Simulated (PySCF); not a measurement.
**A base run of GeH2 and its variants**

Aim: run a base script for GeH2, then edit it and compare.

The runs use PySCF 2.14.0; each script names its method and basis.

1 further run of the same task is left out (it didn't finish).

## Step 1: The system as given

GeH2: 3 atoms, charge 0, spin multiplicity 1.

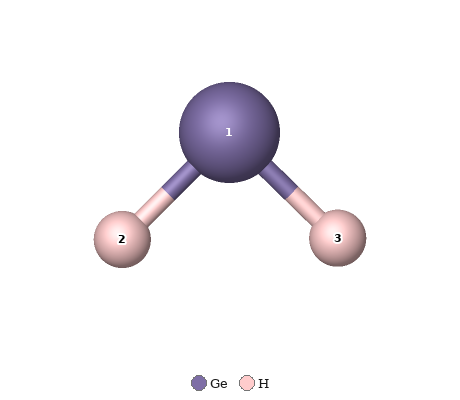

Start geometry, drawn with germanium purple, hydrogen pink; atoms are numbered from 1 in the order of the file.

## Step 2: Base script

input.py

```python
from pyscf import gto, dft

mol = gto.M(
    atom='Ge 0 0 -0.0297; H 1.1343 0 1.0909; H -1.1343 0 1.0909',
    basis='def2-svp',
    charge=0,
    spin=0,
    verbose=4,
)
mf = dft.RKS(mol, xc='b3lyp5')
mf.kernel()
mf.stability(internal=True, external=True)
mf.dip_moment()
print('orbital energies (hartree):', mf.mo_energy[..., max(0, mol.nelec[1]-3):mol.nelec[0]+3].round(4))
```

The run is started by

```
> OMP_NUM_THREADS=1 python input.py
```

Its log is not repeated here.

Base result: E(SCF) = -2077.798207 Eh, 7 cycles, μ = 0.09 D, internal stable; real -> complex stable; RHF/RKS -> UHF/UKS stable.

## Step 3: Cartesian functions on

Variant 1 changes Cartesian functions: off → on.

input.py, as its differences from that of step 2:

```diff
@@ -7,2 +7,3 @@
     spin=0,
+    cart=True,
     verbose=4,
```

The run is started by

```
> OMP_NUM_THREADS=1 python input.py
```

What it wrote, cut to the lines that bear on the results:

```text
[lines on the frontier levels of each cycle are left out]
PySCF version 2.14.0

[INPUT] verbose = 4
[INPUT] num. atoms = 3
[INPUT] num. electrons = 34
[INPUT] charge = 0
[INPUT] spin (= nelec alpha-beta = 2S) = 0
[INPUT] symmetry False subgroup None
[INPUT] Mole.unit = angstrom
[INPUT] Cartesian GTO integrals (6d 10f)
[INPUT] Symbol           X                Y                Z      unit          X                Y                Z       unit  Magmom
[INPUT]  1 Ge     0.000000000000   0.000000000000  -0.029700000000 AA    0.000000000000   0.000000000000  -0.056124865900 Bohr   0.0
[INPUT]  2 H      1.134300000000   0.000000000000   1.090900000000 AA    2.143516343094   0.000000000000   2.061502229288 Bohr   0.0
[INPUT]  3 H     -1.134300000000   0.000000000000   1.090900000000 AA   -2.143516343094   0.000000000000   2.061502229288 Bohr   0.0

nuclear repulsion = 21.4735692138084
number of shells = 18
number of NR pGTOs = 94
number of NR cGTOs = 45
basis = def2-svp
ecp = {}

******** <class 'pyscf.dft.rks.RKS'> ********
method = RKS
initial guess = minao
damping factor = 0
level_shift factor = 0
DIIS = <class 'pyscf.scf.diis.CDIIS'>
diis_start_cycle = 1
diis_space = 8
diis_damp = 0
SCF conv_tol = 1e-09
SCF conv_tol_grad = None
SCF max_cycles = 50
direct_scf = True
direct_scf_tol = 1e-13
XC library pyscf.dft.libxc version 7.0.0
    S. Lehtola, C. Steigemann, M. J.T. Oliveira, and M. A.L. Marques.,  SoftwareX 7, 1–5 (2018)
XC functionals = b3lyp5
    P. A. M. Dirac.,  Math. Proc. Cambridge Philos. Soc. 26, 376 (1930)
    F. Bloch.,  Z. Phys. 57, 545 (1929)
    A. D. Becke.,  Phys. Rev. A 38, 3098 (1988)
    C. Lee, W. Yang, and R. G. Parr.,  Phys. Rev. B 37, 785 (1988)
    B. Miehlich, A. Savin, H. Stoll, and H. Preuss.,  Chem. Phys. Lett. 157, 200 (1989)
    S. H. Vosko, L. Wilk, and M. Nusair.,  Can. J. Phys. 58, 1200 (1980)
radial grids:
    Treutler-Ahlrichs [JCP 102, 346 (1995); DOI:10.1063/1.469408] (M4) radial grids

becke partition: Becke, JCP 88, 2547 (1988); DOI:10.1063/1.454033
pruning grids: <function nwchem_prune>
grids dens level: 3
symmetrized grids: False
atomic radii adjust function: <function treutler_atomic_radii_adjust>
small_rho_cutoff = 0
Set gradient conv threshold to 3.16228e-05
Initial guess from minao.
tot grids = 40256
init E= -2077.00128855087
cycle= 1 E= -2077.78539566231  delta_E= -0.784  |g|= 0.407  |ddm|= 2.14
cycle= 2 E= -2077.78351641033  delta_E= 0.00188  |g|= 0.452  |ddm|= 0.554
cycle= 3 E= -2077.80371131496  delta_E= -0.0202  |g|= 0.00895  |ddm|= 0.31
cycle= 4 E= -2077.80373235591  delta_E= -2.1e-05  |g|= 0.00281  |ddm|= 0.0146
cycle= 5 E= -2077.80373622161  delta_E= -3.87e-06  |g|= 0.000384  |ddm|= 0.00604
cycle= 6 E= -2077.80373629247  delta_E= -7.09e-08  |g|= 2.21e-05  |ddm|= 0.00076
cycle= 7 E= -2077.80373629261  delta_E= -1.4e-10  |g|= 5.38e-06  |ddm|= 5.04e-05
Extra cycle  E= -2077.80373629261  delta_E= -2.73e-12  |g|= 5.79e-06  |ddm|= 1.16e-05
converged SCF energy = -2077.80373629261
rhf_internal: lowest eigs of H = [0.44457043 0.6272286  1.14755079]
<class 'pyscf.dft.rks.RKS'> wavefunction is stable in the internal stability analysis
rhf_real2complex: lowest eigs of H = [0.07007083 0.13845669 0.23272568]
<class 'pyscf.dft.rks.RKS'> wavefunction is stable in the real -> complex stability analysis
rhf_external: lowest eigs of H = [0.02786367 0.11643508 0.16766876]
<class 'pyscf.dft.rks.RKS'> wavefunction is stable in the RHF/RKS -> UHF/UKS stability analysis
Dipole moment(X, Y, Z, Debye):  0.00000,  0.00000, -0.12938
orbital energies (hartree): [-0.5159 -0.3108 -0.2425 -0.1165  0.0384  0.0669]
```

Run time: 13 s. Hardware: 1 thread of Arm Neoverse N1, shared host.

Result: E(SCF) = -2077.803736 Eh (-0.1505 eV from the base), 7 cycles, μ = 0.13 D, internal stable; real -> complex stable; RHF/RKS -> UHF/UKS stable.

## Step 4: Convergence threshold 1e-13 hartree

Variant 2 changes convergence threshold: default → 1e-13 hartree.

input.py, as its differences from that of step 2:

```diff
@@ -10,2 +10,3 @@
 mf = dft.RKS(mol, xc='b3lyp5')
+mf.conv_tol = 1e-13
 mf.kernel()
```

The run is started by

```
> OMP_NUM_THREADS=1 python input.py
```

What it wrote:

```text
PySCF version 2.14.0

[INPUT] verbose = 4
[INPUT] num. atoms = 3
[INPUT] num. electrons = 34
[INPUT] charge = 0
[INPUT] spin (= nelec alpha-beta = 2S) = 0
[INPUT] symmetry False subgroup None
[INPUT] Mole.unit = angstrom
[INPUT] Symbol           X                Y                Z      unit          X                Y                Z       unit  Magmom
[INPUT]  1 Ge     0.000000000000   0.000000000000  -0.029700000000 AA    0.000000000000   0.000000000000  -0.056124865900 Bohr   0.0
[INPUT]  2 H      1.134300000000   0.000000000000   1.090900000000 AA    2.143516343094   0.000000000000   2.061502229288 Bohr   0.0
[INPUT]  3 H     -1.134300000000   0.000000000000   1.090900000000 AA   -2.143516343094   0.000000000000   2.061502229288 Bohr   0.0

nuclear repulsion = 21.4735692138084
number of shells = 18
number of NR pGTOs = 88
number of NR cGTOs = 42
basis = def2-svp
ecp = {}

******** <class 'pyscf.dft.rks.RKS'> ********
method = RKS
initial guess = minao
damping factor = 0
level_shift factor = 0
DIIS = <class 'pyscf.scf.diis.CDIIS'>
diis_start_cycle = 1
diis_space = 8
diis_damp = 0
SCF conv_tol = 1e-13
SCF conv_tol_grad = None
SCF max_cycles = 50
direct_scf = True
direct_scf_tol = 1e-13
XC library pyscf.dft.libxc version 7.0.0
    S. Lehtola, C. Steigemann, M. J.T. Oliveira, and M. A.L. Marques.,  SoftwareX 7, 1–5 (2018)
XC functionals = b3lyp5
    P. A. M. Dirac.,  Math. Proc. Cambridge Philos. Soc. 26, 376 (1930)
    F. Bloch.,  Z. Phys. 57, 545 (1929)
    A. D. Becke.,  Phys. Rev. A 38, 3098 (1988)
    C. Lee, W. Yang, and R. G. Parr.,  Phys. Rev. B 37, 785 (1988)
    B. Miehlich, A. Savin, H. Stoll, and H. Preuss.,  Chem. Phys. Lett. 157, 200 (1989)
    S. H. Vosko, L. Wilk, and M. Nusair.,  Can. J. Phys. 58, 1200 (1980)
radial grids:
    Treutler-Ahlrichs [JCP 102, 346 (1995); DOI:10.1063/1.469408] (M4) radial grids

becke partition: Becke, JCP 88, 2547 (1988); DOI:10.1063/1.454033
pruning grids: <function nwchem_prune>
grids dens level: 3
symmetrized grids: False
atomic radii adjust function: <function treutler_atomic_radii_adjust>
small_rho_cutoff = 0
Set gradient conv threshold to 3.16228e-07
Initial guess from minao.
tot grids = 40256
init E= -2077.01508162359
  HOMO = -0.233924350478276  LUMO = -0.126928323509408  gap/eV = 2.91151
cycle= 1 E= -2077.78360837136  delta_E= -0.769  |g|= 0.341  |ddm|= 1.47
  HOMO = -0.253533823998576  LUMO = -0.133259003259988  gap/eV = 3.27284
cycle= 2 E= -2077.78368216558  delta_E= -7.38e-05  |g|= 0.366  |ddm|= 0.494
  HOMO = -0.240471609358081  LUMO = -0.116682602215135  gap/eV = 3.36847
cycle= 3 E= -2077.79818229565  delta_E= -0.0145  |g|= 0.00903  |ddm|= 0.258
  HOMO = -0.242205940597999  LUMO = -0.116562438426009  gap/eV = 3.41893
cycle= 4 E= -2077.79820311159  delta_E= -2.08e-05  |g|= 0.00271  |ddm|= 0.0149
  HOMO = -0.242662109242527  LUMO = -0.116966574575055  gap/eV = 3.42035
cycle= 5 E= -2077.7982067912  delta_E= -3.68e-06  |g|= 0.000327  |ddm|= 0.00684
  HOMO = -0.242584827494222  LUMO = -0.116920688261584  gap/eV = 3.41950
cycle= 6 E= -2077.79820684612  delta_E= -5.49e-08  |g|= 2.82e-05  |ddm|= 0.00071
  HOMO = -0.242576148406856  LUMO = -0.116912269515164  gap/eV = 3.41949
cycle= 7 E= -2077.79820684638  delta_E= -2.62e-10  |g|= 5.56e-06  |ddm|= 7.93e-05
  HOMO = -0.242577785735666  LUMO = -0.116914158427379  gap/eV = 3.41948
cycle= 8 E= -2077.79820684639  delta_E= -1.14e-11  |g|= 2.37e-07  |ddm|= 1.02e-05
  HOMO = -0.24257779033487  LUMO = -0.11691415617888  gap/eV = 3.41948
cycle= 9 E= -2077.7982068464  delta_E= -5.46e-12  |g|= 1.32e-08  |ddm|= 6.05e-07
  HOMO = -0.242577790357045  LUMO = -0.116914156030446  gap/eV = 3.41948
cycle= 10 E= -2077.7982068464  delta_E=    0  |g|= 7.35e-09  |ddm|= 2.57e-08
  HOMO = -0.242577791142666  LUMO = -0.116914157581246  gap/eV = 3.41948
Extra cycle  E= -2077.7982068464  delta_E= 9.09e-13  |g|= 4.51e-09  |ddm|= 3.19e-08
converged SCF energy = -2077.7982068464
rhf_internal: lowest eigs of H = [0.4442085  0.62727946 1.15675443]
<class 'pyscf.dft.rks.RKS'> wavefunction is stable in the internal stability analysis
rhf_real2complex: lowest eigs of H = [0.06969417 0.13832472 0.23266003]
<class 'pyscf.dft.rks.RKS'> wavefunction is stable in the real -> complex stability analysis
rhf_external: lowest eigs of H = [0.02728476 0.11624827 0.16760949]
<class 'pyscf.dft.rks.RKS'> wavefunction is stable in the RHF/RKS -> UHF/UKS stability analysis
Dipole moment(X, Y, Z, Debye):  0.00000,  0.00000, -0.09427
orbital energies (hartree): [-0.5154 -0.3111 -0.2426 -0.1169  0.0384  0.0755]
```

Wall time 13 s (1 thread of Arm Neoverse N1, shared host).

Outcome: E(SCF) = -2077.798207 Eh (no change), 10 cycles, μ = 0.09 D, internal stable; real -> complex stable; RHF/RKS -> UHF/UKS stable.

## Step 5: Comparison

```csv
run,E(SCF) (hartree),from base (eV),cycles,gap (eV),SCF dipole (D),after the SCF
base,-2077.798207,0,7,3.42,0.09,stable
Cartesian functions on,-2077.803736,-0.1505,7,3.43,0.13,stable
convergence threshold 1e-13 hartree,-2077.798207,0.0000,10,3.42,0.09,stable
```

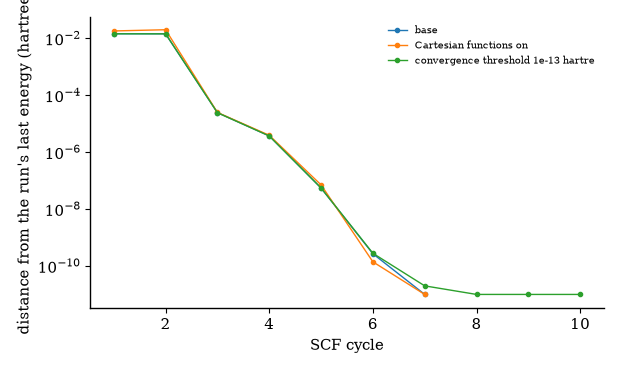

Convergence of the SCF energy, run by run.

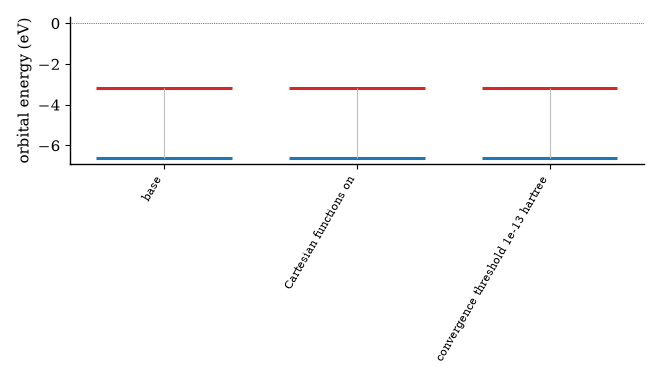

Frontier levels by run: filled blue, empty red.

In words: The SCF energy stays the same, to the digits that matter, with convergence threshold 1e-13 hartree.
